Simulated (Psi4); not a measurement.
# revPBE/def2-SVP (core potential) run of InCNClF (SMILES N#[C][In]([F])[Cl])

Aim: the energy change on altering one bond length of InCNClF at revPBE/def2-SVP (core potential), from 2 runs. 

The calculation is run with Psi4 1.11.

## (1) Starting point

The species is InCNClF (5 atoms), meant as a singlet with charge 0. SMILES: `N#[C][In]([F])[Cl]`. Geometry: relaxed at PBE0-D4/def2-TZVP.

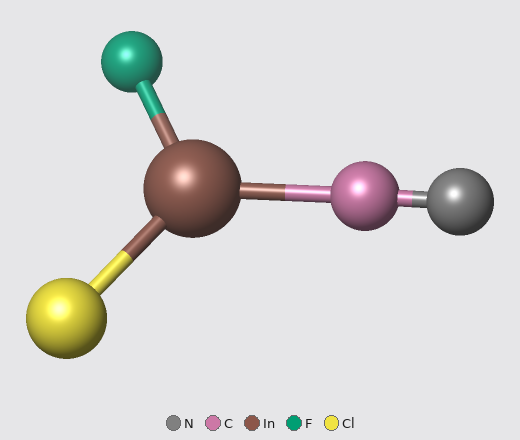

Viewed from a chosen angle; nitrogen grey, carbon pink, indium brown, fluorine teal, chlorine yellow.

## (2) Energy and gradient at revPBE/def2-SVP (core potential)

input.json reads:

```json
{
 "schema_name": "qcschema_input",
 "schema_version": 1,
 "molecule": {
  "schema_name": "qcschema_molecule",
  "schema_version": 2,
  "symbols": ["N", "C", "In", "F", "Cl"],
  "geometry": [-2.6316326, 2.7427485, 3.11578043, -1.47757686, 1.48230117, 1.76670495, 0.62436551, -0.7362373, -0.71129291, 0.82089703, -4.31027632, -0.07502213, 2.75843322, 0.68219113, -4.17459398],
  "molecular_charge": 0,
  "molecular_multiplicity": 1,
  "fix_symmetry": "c1",
  "fix_com": true,
  "fix_orientation": true
 },
 "driver": "gradient",
 "model": {
  "method": "revpbe",
  "basis": "def2-SVP"
 },
 "keywords": {
  "puream": true,
  "e_convergence": 1e-09,
  "d_convergence": 1e-08,
  "scf_type": "pk",
  "dft_radial_points": 99,
  "dft_spherical_points": 590
 }
}
```

Run with:

```
psi4 --qcschema input.json -n 1 --memory 2200MB
```

stdout:

```text
[...]
    !!!  WARNING: ECP capability is in beta. Please check occupations closely.  !!!
[...]
  Running in c1 symmetry.
[...]
  Nuclear repulsion =  275.341192991459366
[...]
  Multiplicity = 1
[...]
  Nalpha       = 30
  Nbeta        = 30
[...]
    Number of basis functions: 86
[...]
   @RKS iter   1:  -842.43583436930919   -1.04584e+00   8.39729e-03 DIIS/ADIIS
[...]
   @RKS iter  13:  -842.69103750717773    3.41061e-13   2.07985e-09 DIIS
[...]
    Orbital Energies [Eh]
    ---------------------
    Doubly Occupied:
       1A   -100.676108     2A    -24.245904     3A    -14.031358
       4A     -9.956146     5A     -9.198727     6A     -7.021881
       7A     -7.014425     8A     -7.013449     9A     -4.557244
      10A     -3.005045    11A     -2.996415    12A     -2.994458
      13A     -1.017146    14A     -0.838454    15A     -0.797057
      16A     -0.769838    17A     -0.765582    18A     -0.763602
      19A     -0.755529    20A     -0.723961    21A     -0.479931
      22A     -0.390662    23A     -0.358278    24A     -0.338240
      25A     -0.329601    26A     -0.328132    27A     -0.327236
      28A     -0.312774    29A     -0.307160    30A     -0.300129
[...]
  @RKS Final Energy:  -842.69103750717773
   => Energetics <=
    Nuclear Repulsion Energy =            275.3411929914593657
    One-Electron Energy =               -1782.6862227827932657
    Two-Electron Energy =                 732.3161593049364910
    DFT Exchange-Correlation Energy =     -67.6621670207802737
    Empirical Dispersion Energy =           0.0000000000000000
    VV10 Nonlocal Energy =                  0.0000000000000000
    Total Energy =                       -842.6910375071777253
[...]
 Multipole Moments:
 ------------------------------------------------------------------------------------
     Multipole            Electronic (a.u.)      Nuclear  (a.u.)        Total (a.u.)
 ------------------------------------------------------------------------------------
 L = 1.  Multiply by 2.5417464519 to convert [e a0] to [Debye]
 Dipole X            :        -39.7986543           40.1062244            0.3075701
 Dipole Y            :         14.5551816          -14.5631744           -0.0079929
 Dipole Z            :         53.7259203          -54.1697552           -0.4438349
 Magnitude           :                                                    0.5400487
[...]
  -Total Gradient:
     Atom            X                  Y                   Z
    ------   -----------------  -----------------  -----------------
       1        0.030864874982    -0.033274487499    -0.036196292991
       2       -0.024961087202     0.026303779031     0.029426172646
       3        0.005145828042    -0.008714969045    -0.005219050220
       4       -0.001370088452     0.022439560367    -0.003799809464
       5       -0.009706923078    -0.006735565881     0.015824006783
[...]
```

The result, in JSON:

```text
{
 "driver": "gradient",
 "model": {
  "method": "revpbe",
  "basis": "def2-SVP"
 },
 "success": true,
 "return_result": [0.03086487498248952, -0.033274487499137584, -0.03619629299084259, -0.024961087201543997, 0.02630377903060238, 0.02942617264597014, 0.005145828042220428, -0.008714969045240717, -0.005219050220355059, -0.0013700884517355285, 0.02243956036698458, -0.003799809463914748, -0.009706923077596394, -0.006735565881476793, 0.015824006782991895],
 "properties": {
  "calcinfo_nbasis": 86,
  "calcinfo_nmo": 86,
  "calcinfo_nalpha": 30,
  "calcinfo_nbeta": 30,
  "calcinfo_natom": 5,
  "nuclear_repulsion_energy": 275.34119299145937,
  "return_energy": -842.6910375071777,
  "return_gradient": [0.03086487498248952, -0.033274487499137584, -0.03619629299084259, -0.024961087201543997, 0.02630377903060238, 0.02942617264597014, 0.005145828042220428, -0.008714969045240717, -0.005219050220355059, -0.0013700884517355285, 0.02243956036698458, -0.003799809463914748, -0.009706923077596394, -0.006735565881476793, 0.015824006782991895],
  "scf_one_electron_energy": -1782.6862227827933,
  "scf_two_electron_energy": 732.3161593049365,
  "scf_xc_energy": -67.66216702078027,
  "scf_dipole_moment": [0.3075700684892837, -0.007992897597679516, -0.4438348920877857],
  "scf_total_energy": -842.6910375071777,
  "scf_total_gradient": [0.03086487498248952, -0.033274487499137584, -0.03619629299084259, -0.024961087201543997, 0.02630377903060238, 0.02942617264597014, 0.005145828042220428, -0.008714969045240717, -0.005219050220355059, -0.0013700884517355285, 0.02243956036698458, -0.003799809463914748, -0.009706923077596394, -0.006735565881476793, 0.015824006782991895],
  "scf_iterations": 13
 }
}
```

Run time: 16 s. Hardware: 1 thread of AMD EPYC 7R43 (Zen 3), shared host; peak memory 0.79 GiB.

## (3) The distorted shape at the same level

job.dat reads:

```
memory 2.2 GB

molecule molecule1 {
  0 1
  N     -1.575799     1.651488     1.862957
  C     -0.781900     0.784400     0.934900
  In     0.330400    -0.389600    -0.376400
  F      0.434400    -2.280900    -0.039700
  Cl     1.459700     0.361000    -2.209100
  symmetry c1
  no_reorient
  no_com
}

set {
  puream true
  e_convergence 1e-09
  d_convergence 1e-08
  scf_type pk
  dft_radial_points 99
  dft_spherical_points 590
}

e_tot, wfn = gradient("revpbe/def2-SVP", return_wfn=True)
```

Run with:

```
psi4 job.dat job.out -n 1
```

job.out, shortened:

```text
[...]
    !!!  WARNING: ECP capability is in beta. Please check occupations closely.  !!!
[...]
  Running in c1 symmetry.
[...]
  Nuclear repulsion =  267.285799018435910
[...]
  Multiplicity = 1
[...]
  Nalpha       = 30
  Nbeta        = 30
[...]
    Number of basis functions: 86
[...]
   @RKS iter   1:  -842.36792050931058   -1.34100e+00   8.00931e-03 ADIIS/DIIS
[...]
   @RKS iter  13:  -842.58075293915397   -1.27216e-10   9.90313e-09 DIIS
[...]
  @RKS Final Energy:  -842.58075293915397
   => Energetics <=
    Nuclear Repulsion Energy =            267.2857990184359096
    One-Electron Energy =               -1766.5259969018275115
    Two-Electron Energy =                 724.0716638912849703
    DFT Exchange-Correlation Energy =     -67.4122189470472932
    Empirical Dispersion Energy =           0.0000000000000000
    VV10 Nonlocal Energy =                  0.0000000000000000
    Total Energy =                       -842.5807529391539674
[...]
 Multipole Moments:
 ------------------------------------------------------------------------------------
     Multipole            Electronic (a.u.)      Nuclear  (a.u.)        Total (a.u.)
 ------------------------------------------------------------------------------------
 L = 1.  Multiply by 2.5417464519 to convert [e a0] to [Debye]
 Dipole X            :        -37.3985161           37.6828529            0.2843368
 Dipole Y            :         11.9349996          -11.9163937            0.0186058
 Dipole Z            :         50.9198722          -51.3368687           -0.4169965
 Magnitude           :                                                    0.5050541
[...]
  -Total Gradient:
     Atom            X                  Y                   Z
    ------   -----------------  -----------------  -----------------
       1       -0.137468709203     0.150231645292     0.160674743958
       2        0.145236451235    -0.159017293236    -0.169682661983
       3        0.003333007332    -0.006851666883    -0.003067742199
       4       -0.001238167801     0.022626629906    -0.004039986470
       5       -0.009854689266    -0.007094018320     0.016130713997
[...]
```

It took 15 s on 1 thread of AMD EPYC 7R43 (Zen 3), shared host; peak memory 0.79 GiB.

## (4) Summary of results

At revPBE/def2-SVP (core potential):

| quantity | value |
| --- | --- |
| first shape: total energy | -842.69104 Eh |
| first shape: dipole moment | 1.37 D |
| first shape: HOMO energy | -8.17 eV |
| first shape: LUMO energy | -3.32 eV |
| first shape: HOMO–LUMO gap | 4.85 eV |
| first shape: largest force on an atom | 2.985 eV/Å |
| distorted shape: total energy | -842.58075 Eh |
| distorted shape: dipole moment | 1.28 D |
| distorted shape: HOMO energy | -7.68 eV |
| distorted shape: LUMO energy | -4.07 eV |
| distorted shape: HOMO–LUMO gap | 3.61 eV |
| distorted shape: largest force on an atom | 14.099 eV/Å |
| energy change with the N1–C2 bond stretched from 1.152 to 1.498 Å | 3.001 eV |

In words: With the N1–C2 bond stretched from 1.152 to 1.498 Å the energy rises by 3.00 eV (69 kcal/mol). The first shape isn't relaxed at this level, so the change isn't measured from a minimum. The largest force (first shape) is 2.99 eV/Å: the shape isn't a stationary point for this species at this level.
